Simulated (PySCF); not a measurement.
# C6H12O2S: the cost of one run

The runs use PySCF 2.14.0, with density-fitted response routines of our own; the level of theory stands in each step. All values are computed, except where a source is named. Atoms count from 0, in the outputs and in this text.

### Step 1. Starting geometry

21 atoms, charge 0, multiplicity 1; geometry from: GFN2-xTB. The atoms were then displaced at random by about 0.01 Å, so the start is not that level's minimum.

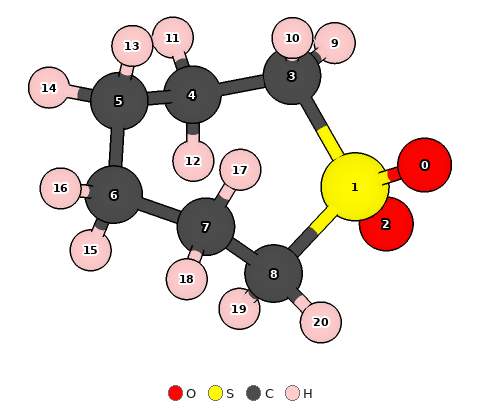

The starting geometry (oxygen red, sulfur yellow, carbon dark grey, hydrogen pink), atoms numbered.

### Step 2. Optimising the geometry at PBE0-D3(BJ)/def2-SVP

Job settings and geometry (Å):

```
{"job": {"xc": "PBE0", "basis": "def2-SVP", "d3": "d3bj", "grid": 1, "shake": 0.01, "kind": "geom"}, "charge": 0, "multiplicity": 1}
O     -0.120830     2.451400    -1.605900
S      0.249580     1.888860    -0.357410
O      0.827850     2.761140     0.617960
C      1.486060     0.570860    -0.732990
C      1.486920    -0.498450     0.342610
C      0.519440    -1.645700     0.096610
C     -0.925020    -1.386020     0.470070
C     -1.566930    -0.179400    -0.230610
C     -1.223970     1.149190     0.428450
H      2.390840     1.105970    -0.792480
H      1.181920     0.170180    -1.697100
H      2.506940    -0.900950     0.412150
H      1.253890    -0.010070     1.305960
H      0.565130    -1.929860    -0.947890
H      0.851660    -2.523160     0.682520
H     -1.013630    -1.233900     1.558460
H     -1.503100    -2.269380     0.213480
H     -1.317310    -0.150830    -1.275950
H     -2.668570    -0.320180    -0.174060
H     -1.047410     1.075690     1.478480
H     -2.004640     1.896890     0.230650
```

Launch:

```sh
$ OMP_NUM_THREADS=1 python probes_run.py task.json out
```

This one command runs all jobs of the session in turn.

**Question.** How long does this first job take on 1 thread of Intel Xeon Platinum 8259CL at 2.50GHz, shared host, and how much memory does it need?

About 4.9 min, with a peak of 0.83 GiB.
